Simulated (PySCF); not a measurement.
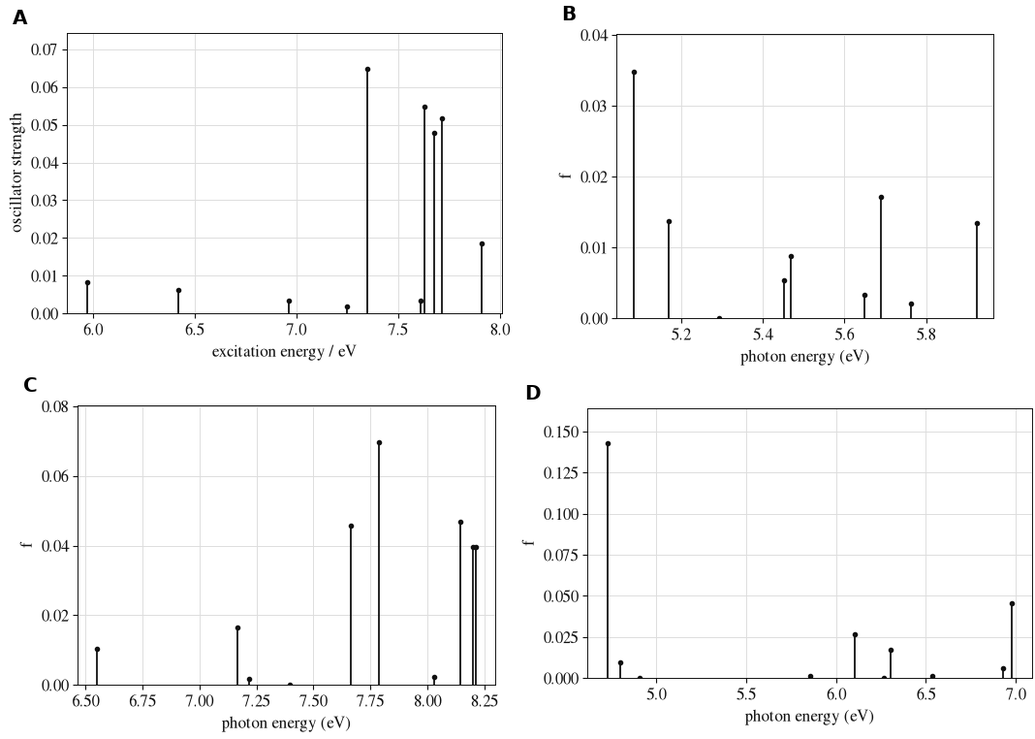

Vertical TDDFT excitations, B3LYP/def2-SVPD in PySCF 2.14.0, at a PBE0-D3(BJ)/def2-SVP geometry (no frequency check), gas phase. Each panel shows the lowest singlet states that were computed.

### Pair each panel with its molecule.
1. SiNH₂Cl₃ (Si(NH2)Cl3), SMILES N[Si](Cl)(Cl)Cl
2. C₂H₆Cl₃NSi (SiCl3(NHEt)), SMILES CCN[Si](Cl)(Cl)Cl
3. C₂H₆Cl₂Te, SMILES C[Te](C)(Cl)Cl
4. C₄H₂F₄N₂Se, SMILES Fc1n[se]nc1CC(F)(F)F

A: 2 (S1 at 5.97 eV, brightest at 7.35 eV)
B: 3 (S1 at 5.08 eV, brightest at 5.08 eV)
C: 1 (S1 at 6.55 eV, brightest at 7.79 eV)
D: 4 (S1 at 4.73 eV, brightest at 4.73 eV)

Caveats, for all or some of the runs: core orbitals are frozen in the response; effective core potentials, which hold scalar relativity, on atoms heavier than Kr; one conformer of a flexible molecule; spin-orbit coupling is left out, and with Se it can shift these levels and split any degenerate set; spin-orbit coupling is left out, and with Te it can shift these levels and split any degenerate set; states above the negative HOMO energy depend on the basis.
